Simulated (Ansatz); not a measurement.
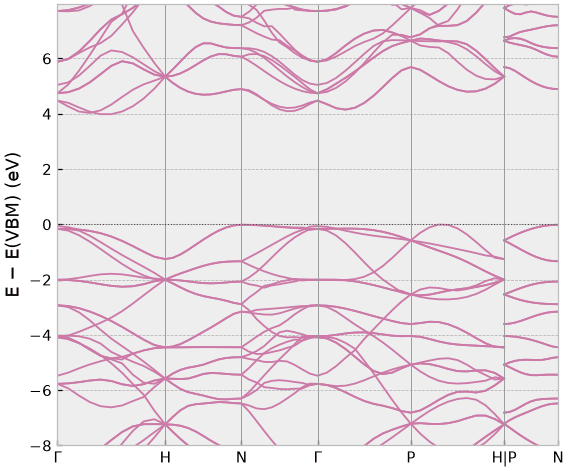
Fig. 1. Band structure from LDA (plane waves, PAW; program Ansatz)

Problem. Read off the gap and where the band edges lie.

Solution. About 4.0 eV (3.97 eV by a search for the band edges); maximum on the P–H line, 34 % of the way from P, minimum on the Γ–H line, 45 % of the way from Γ.

The material is Si₃N₄ in space group I-43d (No. 220; N on 16c, Si on 12b).

The workflow started from an entry of the Crystallography Open Database (COD), which files this formula under 4 space groups. It is not the phase usual at ambient conditions (space group No. 176). Symmetry was held in the LDA relaxation; whether a distortion lowers the energy is not shown.

Potentials: the later of the program's two PAW sets.
